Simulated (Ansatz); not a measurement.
The figure comes from a scan of LaHg (CsCl type): volume and axial ratio are varied about the relaxed values (subscript 0). Level of theory: PBEsol (plane waves to 420 eV, PAW, scalar-relativistic; Ansatz, a program for electronic structure). k mesh 12×12×12 (Γ-centred), Fermi-Dirac smearing 0.05 eV. The energy includes the smearing's −TS. With partly filled bands, the response to shear is sensitive to the k mesh, so small differences along c/a are uncertain. LaHg is run without spin polarisation. LaHg was relaxed with its symmetry unable to fall. Spin-orbit coupling is left out, though Hg is heavy. ΔE is measured from the relaxed starting cell.

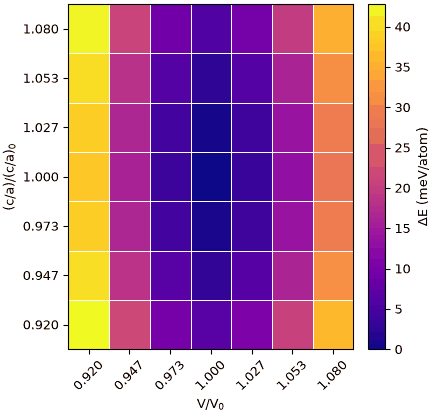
Fig. 1. ΔE (meV/atom), one tile a computed point.

Task: Turn the plot into a table (rounded to what can be read).

Result: To the nearest 5:

ΔE (meV/atom), with V/V₀ across and (c/a)/(c/a)₀ down:

| (c/a)/(c/a)₀ \ V/V₀ | 0.920 | 0.947 | 0.973 | 1.000 | 1.027 | 1.053 | 1.080 |
|---|---|---|---|---|---|---|---|
| 0.920 | 45 | 20 | 10 | 5 | 10 | 20 | 35 |
| 0.947 | 40 | 20 | 5 | 5 | 5 | 15 | 30 |
| 0.973 | 40 | 15 | 5 | 0 | 5 | 15 | 30 |
| 1.000 | 40 | 15 | 5 | 0 | 5 | 15 | 30 |
| 1.027 | 40 | 15 | 5 | 0 | 5 | 15 | 30 |
| 1.053 | 40 | 20 | 5 | 5 | 5 | 15 | 30 |
| 1.080 | 40 | 20 | 10 | 5 | 10 | 20 | 35 |

(Under strain, the slope of the energy per volume gives the stress and its curvature an elastic modulus.)
